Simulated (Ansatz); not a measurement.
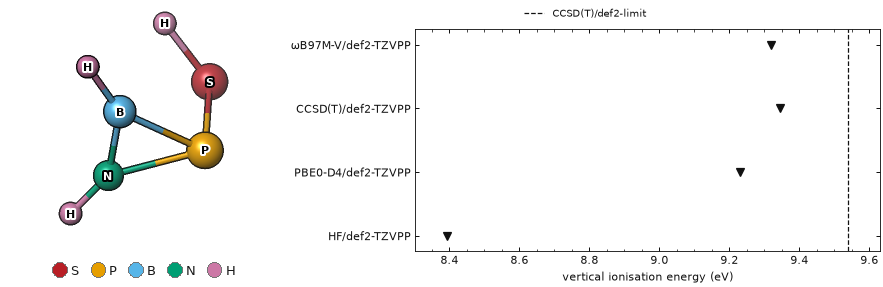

Vertical ionisation energy of BPNH₃S, SMILES SP1BN1, taken as the energy of the cation less that of the neutral at fixed geometry (unrestricted doublet cation, cores frozen in correlated methods, no spin-orbit coupling), the Ansatz code 0.2.0, at a PBE0-D4/def2-TZVP geometry (a minimum by its frequencies). Limit means an estimate of the basis limit from triple and quadruple zeta; for coupled cluster it is either extrapolated directly or built as the MP2 limit plus the step from MP2 in triple zeta. The distance of CCSD(T)/def2-TZVPP to the limit includes basis error.

### What range do the values span, the line included?

From 8.39 eV (HF/def2-TZVPP) to 9.54 eV (CCSD(T)/def2-limit).

### Give the values.

| level | eV | less CCSD(T)/def2-limit |
| --- | --- | --- |
| ωB97M-V/def2-TZVPP | 9.32 | −0.22 |
| CCSD(T)/def2-TZVPP | 9.34 | −0.19 |
| PBE0-D4/def2-TZVPP | 9.23 | −0.31 |
| HF/def2-TZVPP | 8.39 | −1.14 |
| CCSD(T)/def2-limit | 9.54 | 0.00 |
